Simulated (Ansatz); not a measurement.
## Electronic structure of C5H8AlN in real space

```xyz
15

C    -3.0179   -0.7860   -0.4275
C     0.6332   -0.7203   -0.6144
C     2.0036   -0.6859   -0.4930
C     2.2971   -0.5818    0.9043
C     1.0916   -0.5577    1.5669
Al   -1.7406   -0.6509    1.0427
N     0.0502   -0.6423    0.6466
H    -4.0622   -0.7530   -0.0770
H    -2.8844   -1.7282   -0.9878
H    -2.8833    0.0338   -1.1547
H    -2.0753   -0.5463    2.5828
H     0.0173   -0.7952   -1.5099
H     2.7211   -0.7301   -1.3112
H     3.2830   -0.5307    1.3642
H     0.8845   -0.4862    2.6341
```

Geometry: B3LYP/def2-SVP.

Computed with isolated molecule in a Gaussian basis; Kohn-Sham density functional theory, functional PBE0 (Ansatz 0.2.0).

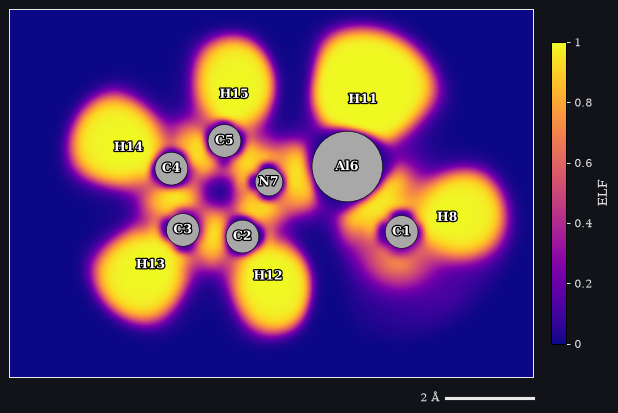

Figure 1. ELF on the plane of atoms C2, C3 and C4. Grey discs cover the atomic cores.

### What does the map show?

The section cuts through C, Al, N and H sites.
C–C (1.38 Å): the ELF peaks at about 0.95 between the atoms: a covalent bond.
C–N (1.39 Å): the ELF peaks at about 0.90 between the atoms: a covalent bond.
Al–N (1.83 Å): the ELF peaks at about 0.95 in the valence shell of N, 0.7 Å from its nucleus, and is about 0.65 at the midpoint.
C–Al (1.95 Å): the ELF peaks at about 0.95 between the atoms (a polar covalent bond).
C–H (1.09 Å): the ELF climbs to about 1 towards the hydrogen, as it does in any bond to H (an ordinary covalent bond to hydrogen).

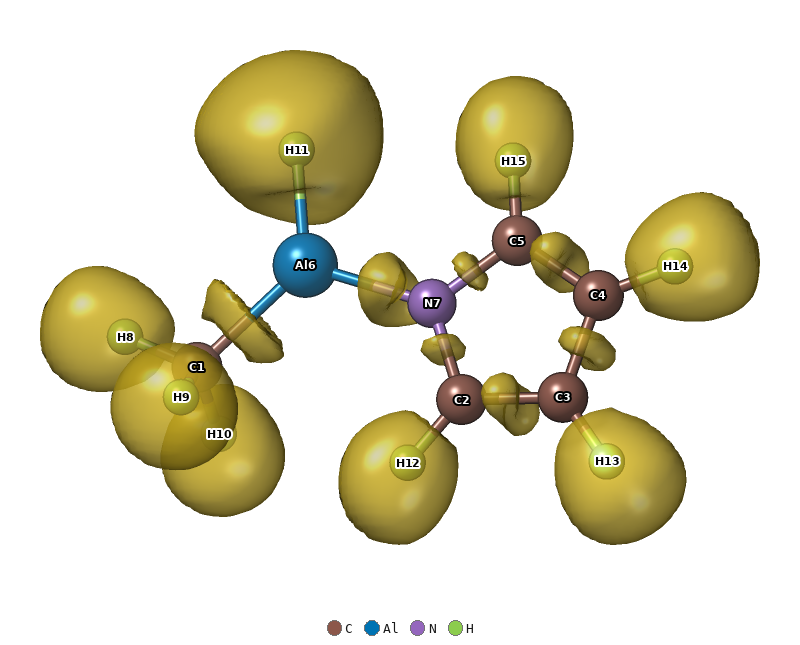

Figure 2. Isosurface of the electron localisation function at 0.85 (yellow), seen at a tilt. Core shells and regions of very low density are left out.

### Where are the electrons localised?

The surface consists of one region between bonded Al–C atoms (shared pairs), three regions between bonded C–C atoms (shared pairs), two regions between bonded C–N atoms (shared pairs), eight regions around hydrogen nuclei and one lobe of the valence shell of N pointing towards Al.

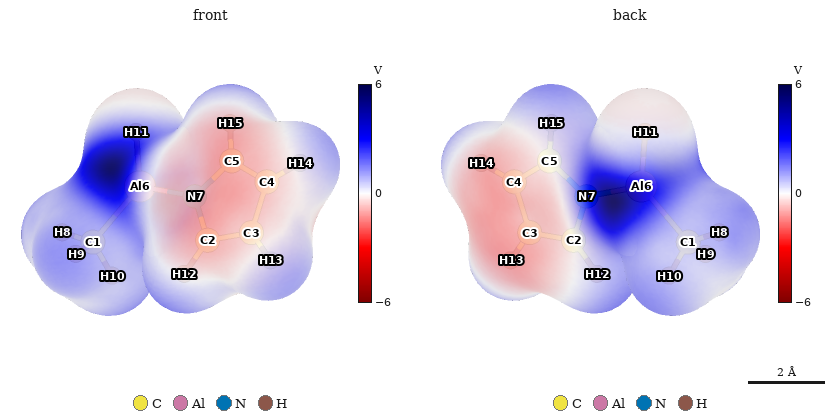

Figure 3. The electrostatic potential painted on the density surface at 0.004 e/bohr³, seen from the front and from behind; red is negative and blue positive.

### Where is the surface potential most negative and most positive?

The most negative region (about −1.1 V, or −25 kcal/mol for a unit charge) lies over the π face of C2, C3 and C4, the most positive (about +5.3 V, or +122 kcal/mol for a unit charge) over Al6.

### What dipole moment does the calculation give?

Its dipole moment is 1.96 D.
